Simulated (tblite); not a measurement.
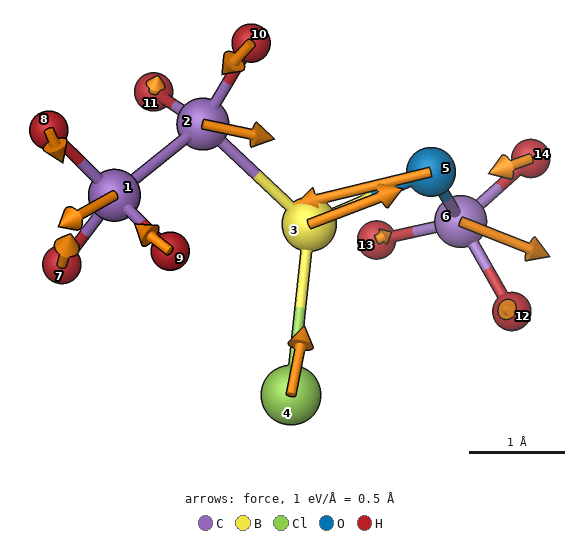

Starting geometry of C3H8BClO with the computed forces as orange arrows. A ball-and-stick model, seen from a free direction.

Method: GFN2-xTB geometry optimisation, gas phase (tblite). 

Q: Is this structure relaxed? If not, where do the atoms go?

A: It isn't relaxed: the largest force vector, on O5, is 3.00 eV/Å. The final displacements follow the starting forces only in part (cosine between the two patterns 0.32). Over 104 geometry steps the energy falls by 28.7 kcal/mol. The largest moves after the best rigid fit, 0.97 Å, are those of O5 and H13. By element the largest moves are O 0.97 Å, H 0.96 Å, Cl 0.60 Å, C 0.24 Å, B 0.14 Å. Near-neighbour distances that change, for instance: B3–O5 1.452 → 1.323 Å, B3–Cl4 1.843 → 1.758 Å, C1–C2 1.490 → 1.530 Å, C1–H7 1.121 → 1.087 Å. Bond angles that change, for instance: B3–O5–C6 106.9° → 127.7°, C1–C2–B3 105.9° → 115.5°, O5–C6–H12 105.9° → 111.5°. Groups turn about O5–C6 by about 90°, B3–O5 by about 60°, C2–B3 by about 40°. Cost: 0.57 s on 1 thread of Arm Neoverse V1 (shared host).
